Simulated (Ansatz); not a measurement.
# PdS2 (fluorite): one cell under locks on the spin

Task: run PdS2 (fluorite) at one cell with the spin set up in several ways. Cell and atoms stay fixed. This structure was made by substitution into a known type, so it needn't be the compound's stable form.

Method: DFT LDA+U (U = 3 eV, J = 0.9 eV on Pd d), plane waves, PAW, in Ansatz 0.2.0.

## (1) The structure to begin with

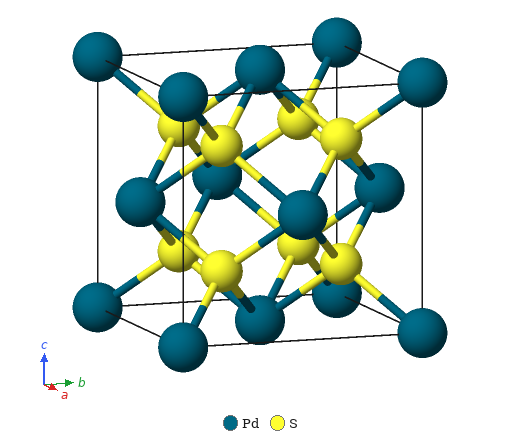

The starting structure, seen slightly off an axis (palladium blue, sulfur yellow). Atoms on the faces are drawn again on the opposite ones. The cell drawn here is the conventional one.

As a file:

```xyz
3
Lattice="0.0000 2.9540 2.9540 2.9540 0.0000 2.9540 2.9540 2.9540 0.0000" Properties=species:S:1:pos:R:3 pbc="T T T"
Pd    0.0000    0.0000    0.0000
S     1.4770    1.4770    1.4770
S     4.4310    4.4310    4.4310
```

The runs: ferromagnetic start, free, symmetry kept, no search; ferromagnetic start, free, natural orbitals of the symmetric run filled by rank; ferromagnetic start, free, default search; site moments held (series factor 1.05; the input gives the size); total moment locked, 2.00 μB per cell.

## (2) Ferromagnetic start, free, symmetry kept, no search

Input file input.yaml:

```yaml
crystal:
  lattice:
    - [0.0, 2.9540081, 2.9540081]
    - [2.9540081, 0.0, 2.9540081]
    - [2.9540081, 2.9540081, 0.0]
  atoms:
    - { symbol: Pd, position: [0.0, 0.0, 0.0], spin: 4.0 }
    - { symbol: S, position: [0.25, 0.25, 0.25] }
    - { symbol: S, position: [0.75, 0.75, 0.75] }
basis:
  ecutwfc: 420
  ecutrho_ratio: 4
kpoints:
  mp_grid: { grid: [6, 6, 6] }
hamiltonian:
  xc: lda
  hubbard: { sites: [{ site: 0, l: d, u: 3.0, j: 0.9 }] }
scf:
  occupations: { method: gaussian, width: 0.05 }
  lower_state_search: "off"
  max_iter: 150
output:
  forces: true
  stress: true
  eigenvalues: true
  populations: true
  hubbard: { sites: [{ site: 0, l: d }] }
magnetization:
  spin_polarized: true
```

The run is started by

```bash
$ ansatz run input.yaml --threads 2 --pin off --max-ram 3072MiB --backend cpu --events-out ev --progress --plain --runs-dir out
```

What it wrote (excerpt; [...] marks lines left out):

```text
Warning: RAYON_NUM_THREADS=2 ignored (pool sized by the plan → 2); use --threads N
Pd: projections on atomic orbitals take those of the free atom [Ar 3d10] 4s2 4p6 4d10, of charge +0.00 (hamiltonian.pseudopotentials.projection_atoms); the dataset's partial waves leave at most 1.0e-5 of an orbital's norm unspanned inside its sphere
S: projections on atomic orbitals take those of the free atom [Ne] 3s2 3p4, of charge +0.00 (hamiltonian.pseudopotentials.projection_atoms); the dataset's partial waves leave at most 1.6e-7 of an orbital's norm unspanned inside its sphere
[...]
Pseudopotentials: kind: paw
Pseudopotential: Pd, paw, valence charge 18, recommended cutoff 420 eV (normal), Pd.paw.azcp
Pseudopotential: S, paw, valence charge 6, recommended cutoff 420 eV (normal), S.paw.azcp
Functional definition: SPW92
[...]
Crystal: 3 atoms, lattice volume = 51.554 Å³
Basis set: ecut = 420 eV, 965 PW (Γ)
Bands: 21, of which v1, the nominal top of the filled ones, is band 15 counted from 1 (14 counted from 0)
Symmetry: 48 space group operations
Space group: Fm-3m (ITA 225), of the structure as read, at distance tolerance 3.7e-5 Å
Magnetic group: BNS 225.116 (UNI 1618), of the structure as read, at distance tolerance 3.7e-5 Å
k-points: 16 of 216
[...]
Starting moments: Σ|m| = 4 μB on 1 of 3 sites
[...]
Free energy (F): -8582.449609 eV
[...]
E sigma→0 (E₀):  -8582.446062 eV
Entropy (-TS):   -0.007092 eV (-2.364 meV/atom)
Fermi energy:    11.199104 eV
[...]
--- DFT+U+J on-site energies (Liechtenstein; fll double counting; per corrected site; eV) ---
  site 0 (l=d): U=3.0000  J=0.9000  Tr N=9.0742  E_int=96.293852  E_dc=95.452825  E_U=0.841028
--- Forces (eV/Å), atoms counted from 1 ---
  atom   1  Pd    -0.00000000     0.00000000    -0.00000000
  atom   2  S     -0.00000000     0.00000000     0.00000000
  atom   3  S      0.00000000    -0.00000000    -0.00000000
[...]
--- Stress (GPa, compression-positive) ---
       -4.249329      -0.000000      -0.000000
        0.000000      -4.249329       0.000000
       -0.000000       0.000000      -4.249329
  P = ⅓ Tr σ = -4.2493 GPa (-42.493 kbar)
--- Band table (eV; the first three rows and the last of 32) ---
[... band rows left out ...]
[...]
Occupation matrices written to <dir>
--- Löwdin populations: 3 sites ---
  site symbol       q [e]    m [muB]
     0     Pd     17.0775     0.1332
     1      S      6.3231     0.1018
     2      S      6.3231     0.1018
  spilling = 0.009207 (of n_electrons = 30.000000)
--- Occupation matrices: 1 shell (run DFT+U table (all-electron-ortho-atomic); ε = 1.63e-4) ---
  Pd0 d_4D: site group Oh (m-3m)
  Pd0 d_4D up     Tr n = 4.6040  λ = 0.880 0.880 0.880 0.982 0.982  [3× xz 0.33 (T2g 1.00) T2g(1.00) | 2× z2 0.50 (Eg 1.00) Eg(1.00)]
  Pd0 d_4D dn     Tr n = 4.4702  λ = 0.837 0.837 0.837 0.979 0.979  [3× xz 0.33 (T2g 1.00) T2g(1.00) | 2× z2 0.50 (Eg 1.00) Eg(1.00)]
  Tr n, λ and their labels are of the run-group-symmetrised matrices; stabiliser: 48 of 96 elements of G0×{1,Θ} (closed), max defect 3.1e-15 at τ = 3.5e-5
```

Wall time 4.6 s (2 threads of Arm Neoverse N1, shared host); peak memory 0.35 GiB.

Result: no gap, pressure -4.2 GPa, moments in spheres Pd 0.16; S 0.07 μB, largest force component 0.00 eV/Å, 48 symmetry operations imposed.

The shells' filling, with natural orbitals sorted by occupation:

```
         shell  channel  electrons  over 0.8  0.2 to 0.8  under 0.2
Pd 4d (atom 1)       up       4.60         5           0          0
Pd 4d (atom 1)     down       4.47         5           0          0
```

## (3) Ferromagnetic start, free, natural orbitals of the symmetric run filled by rank

input.yaml, as its differences from that of step 2:

```diff
@@ -16,3 +16,21 @@
   xc: lda
-  hubbard: { sites: [{ site: 0, l: d, u: 3.0, j: 0.9 }] }
+  hubbard:
+    sites:
+      - { site: 0, l: d, u: 3.0, j: 0.9, starting_ns: [{ spin: up, occupation_matrix: s0up }, { spin: down, occupation_matrix: s0down }] }
+    occupation_matrices:
+      s0up:
+        matrix:
+          - [0.97, 0.0, 0.0, 0.0, 0.0]
+          - [0.0, 0.97, 0.0, 0.0, 0.0]
+          - [0.0, 0.0, 0.97, 0.0, 0.0]
+          - [0.0, 0.0, 0.0, 0.97, 0.0]
+          - [0.0, 0.0, 0.0, 0.0, 0.97]
+      s0down:
+        matrix:
+          - [0.02, 0.0, 0.0, 0.0, 0.0]
+          - [0.0, 0.02, 0.0, 0.0, 0.0]
+          - [0.0, 0.0, 0.02, 0.0, 0.0]
+          - [0.0, 0.0, 0.0, 0.97, 0.0]
+          - [0.0, 0.0, 0.0, 0.0, 0.02]
+    ns_hold: { iters: 10 }
 scf:
@@ -27,2 +45,6 @@
   hubbard: { sites: [{ site: 0, l: d }] }
+  write_density: true
+  write_potential: true
+  elf: true
+  volumetric_format: npy
 magnetization:
```

The typed matrices put 0.97 on the chosen orbitals and 0.02 on the others, and are held for 10 cycles.

The run is started by

```bash
$ ansatz run input.yaml --threads 2 --pin off --max-ram 3072MiB --backend cpu --events-out ev --progress --plain --runs-dir out
```

What it wrote (excerpt; [...] marks lines left out):

```text
Warning: crystal.symmetry: narrowed to the stabiliser of the occupation matrices — unitary ops 48 → 16; lowered by the specified shell (site 0, l: d); largest admitted image defect 8.9e-16, smallest excluded 7.1e-1 — at a splitting's scale: the group the occupation matrices' own texture admits
Warning: RAYON_NUM_THREADS=2 ignored (pool sized by the plan → 2); use --threads N
Pd: projections on atomic orbitals take those of the free atom [Ar 3d10] 4s2 4p6 4d10, of charge +0.00 (hamiltonian.pseudopotentials.projection_atoms); the dataset's partial waves leave at most 1.0e-5 of an orbital's norm unspanned inside its sphere
S: projections on atomic orbitals take those of the free atom [Ne] 3s2 3p4, of charge +0.00 (hamiltonian.pseudopotentials.projection_atoms); the dataset's partial waves leave at most 1.6e-7 of an orbital's norm unspanned inside its sphere
[...]
[... 4 set-up lines as earlier in the session ...]
[...]
Crystal: 3 atoms, lattice volume = 51.554 Å³
Basis set: ecut = 420 eV, 965 PW (Γ)
[...]
WARN: hamiltonian.hubbard: on 1 of 2 specified blocks the occupation matrix of this SCF's result fails the test of the specified filling. At site 0 ↓ (sites count from 0 in the list of atoms of the cell that this SCF solves) the least filled combination of the orbitals specified full has [...]
--- Stress (GPa, compression-positive) ---
       -4.249324       0.000000       0.000000
        0.000000      -4.249324       0.000000
        0.000000       0.000000      -4.249340
  P = ⅓ Tr σ = -4.2493 GPa (-42.493 kbar)
--- Band table (eV; the first three rows and the last of 60) ---
[... band rows left out ...]
[...]
Occupation matrices written to <dir>
--- Löwdin populations: 3 sites ---
  site symbol       q [e]    m [muB]
     0     Pd     17.0775     0.1332
     1      S      6.3231     0.1018
     2      S      6.3231     0.1018
  spilling = 0.009207 (of n_electrons = 30.000000)
--- Occupation matrices: 1 shell (run DFT+U table (all-electron-ortho-atomic); ε = 3.34e-4) ---
  Pd0 d_4D: site group Oh (m-3m)
  Pd0 d_4D up     Tr n = 4.6040  λ = 0.880 0.880 0.880 0.982 0.982  [3× xz 0.33 (T2g 1.00) T2g(1.00) | 2× z2 0.50 (Eg 1.00) Eg(1.00)]
  Pd0 d_4D dn     Tr n = 4.4702  λ = 0.837 0.837 0.837 0.979 0.979  [3× xz 0.33 (T2g 1.00) T2g(1.00) | 2× z2 0.50 (Eg 1.00) Eg(1.00)]
  specified occupation → Pd0 d_4D up: matrix, ‖Δ‖_F = 0.1564, Tr Δ = +0.2460, displaced = 0.1464, d_λ = 0.1564; orbital distance = 0.0000
  specified occupation → Pd0 d_4D dn: matrix, ‖Δ‖_F = 1.7100, Tr Δ = -3.4202, displaced = 1.7101, d_λ = 1.7100; orbital distance = 0.7071
  Tr n, λ and their labels are of the run-group-symmetrised matrices; stabiliser: 48 of 96 elements of G0×{1,Θ} (closed), max defect 1.9e-6 at τ = 7.1e-5
```

Run time: 10 s. Hardware: 2 threads of Arm Neoverse N1, shared host; peak memory 0.4 GiB.

Result: no gap, pressure -4.2 GPa, moments in spheres Pd 0.16; S 0.07 μB, largest force component 0.00 eV/Å, 16 symmetry operations imposed. The program reports that the typed filling wasn't kept.

The shells' filling, with natural orbitals sorted by occupation:

```
         shell  channel  electrons  over 0.8  0.2 to 0.8  under 0.2
Pd 4d (atom 1)       up       4.60         5           0          0
Pd 4d (atom 1)     down       4.47         5           0          0
```

Axes a, b and c in the maps are those of this run's conventional cell (a, b, c = 5.908, 5.908, 5.908 Å).

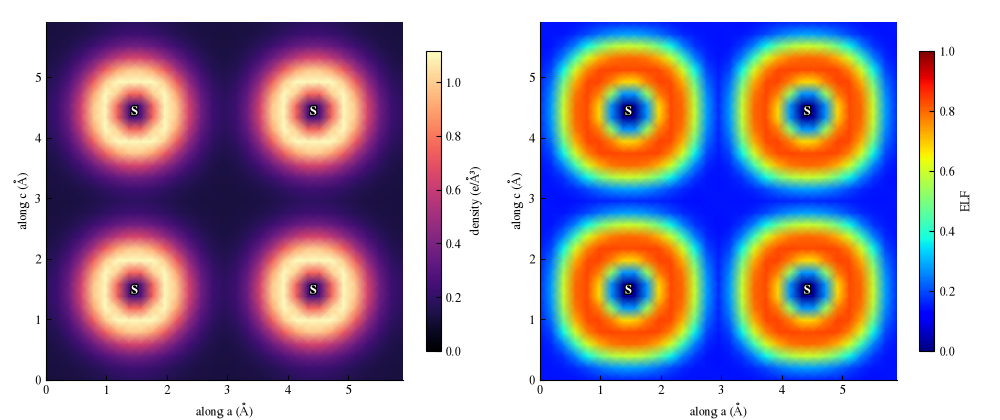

Density (left) and ELF (right) in a lattice plane of the grid's cell (edges 5.91 and 5.91 Å, at 0.250 of the third edge), which holds S. Only atoms in the plane are labelled. Both are smooth fields of the valence electrons: close to the nuclei they are not physical.

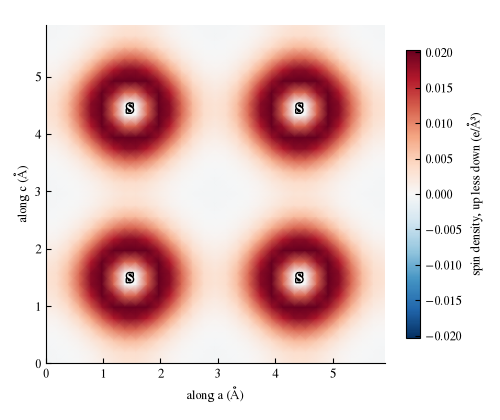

Spin density in a lattice plane of the grid's cell (edges 5.91 and 5.91 Å, at 0.250 of the third edge), which holds S.

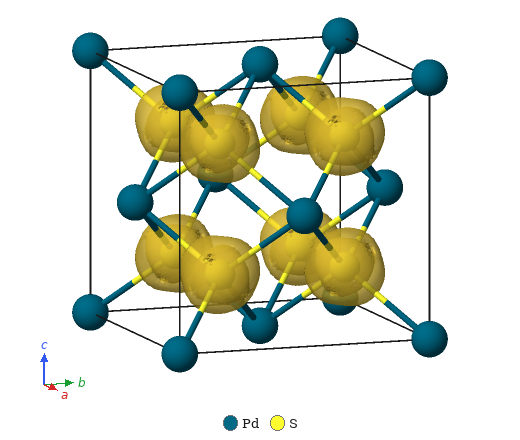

Surface of ELF = 0.81, drawn in one cell.

The highest ELF values outside the cores: 0.87 in the shell around S, 0.8 Å from S.

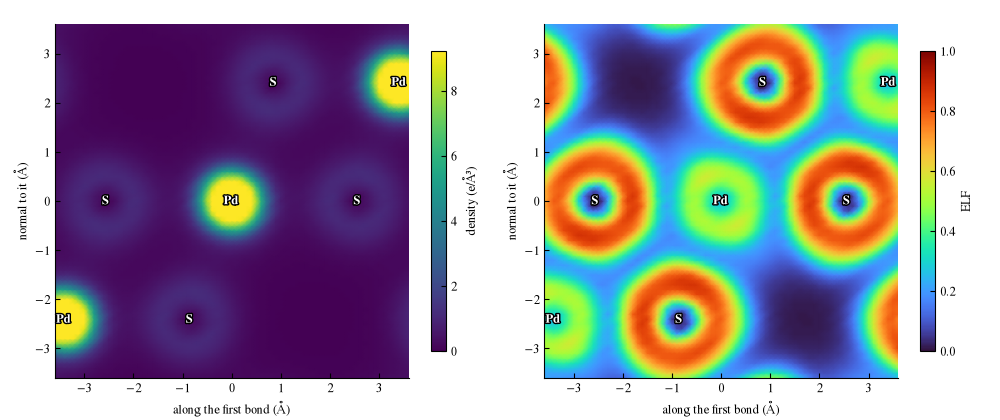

Density and ELF in the plane through atom 1 (Pd) and two of its nearest S neighbours; the density scale stops at 9.22 e/Å³.

[end of part 1 of 2]
